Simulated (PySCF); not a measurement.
## Electronic structure of C4H13FSi4 in real space

Input

```
{"job": {"kind": "nmr", "xc": "PBE0", "basis": "pcSseg-1"}, "charge": 0, "multiplicity": 1}
F     -2.321220    -0.980623     2.259711
Si    -1.579263     0.092927     1.294877
C     -2.686159     0.878209    -0.039416
C     -1.782033     0.314983    -1.158418
C     -0.874175    -0.627033    -0.325739
C      0.612718    -0.574530    -0.648017
Si     1.482217     1.163150    -0.595192
Si     3.208629     0.150538     0.609929
Si     1.728999    -1.652995     0.520581
H     -0.803604     0.881931     2.233107
H     -3.696654     0.474591    -0.080910
H     -2.770959     1.961696    -0.058590
H     -1.187218     1.107132    -1.612879
H     -2.333516    -0.193612    -1.948415
H     -1.213802    -1.662609    -0.451622
H      0.725536    -0.959473    -1.671295
H      0.652577     2.166624     0.089306
H      1.687226     1.708767    -1.946824
H      4.512134     0.006868    -0.053843
H      3.557143     0.700014     1.927757
H      0.989081    -1.993023     1.743230
H      2.081933    -2.944147    -0.088186
```

Command:

```sh
OMP_NUM_THREADS=1 python probes_run.py task.json out
```

Geometry: GFN2-xTB.

Level of theory: PBE0/pcSseg-1, SCF density, gas phase, non-relativistic (PySCF 2.14.0).

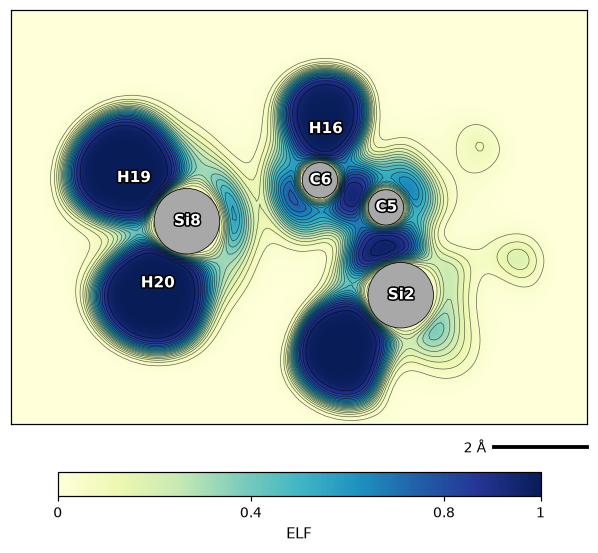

Figure 1. ELF on the plane of atoms C5, C6 and H16. Grey discs cover the atomic cores.

What do the fields say about this system?

The section cuts through Si, C and H sites. C–C (1.52 Å): the ELF peaks at about 0.95 between the atoms, as expected for a shared electron pair. C–Si (1.91 Å): the ELF peaks at about 0.95 between the atoms: a shared electron pair. C–H (1.10 Å): the ELF climbs to about 1 towards the hydrogen, as it does in any bond to H (a covalent bond by its length). Si–H (1.47 Å): the ELF climbs to about 1 towards the hydrogen.

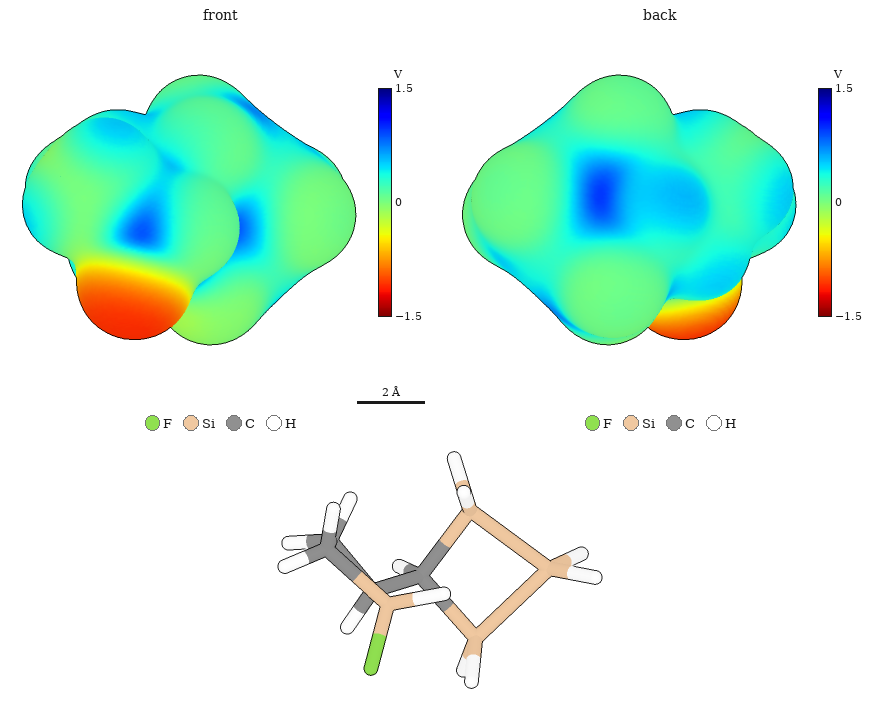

Figure 2. The molecular electrostatic potential painted on the density surface at 0.001 e/bohr³, seen from the front and from behind; the colour scale runs from red (negative) to blue (positive). The bare structure is drawn below in the same view.

Where is the surface potential most negative and most positive?

The most negative region (about −1.1 V) lies over F1, the most positive (about +0.9 V) over Si2, Si7, Si8 and Si9.

What dipole moment does the calculation give?

Its dipole moment is 1.72 D.
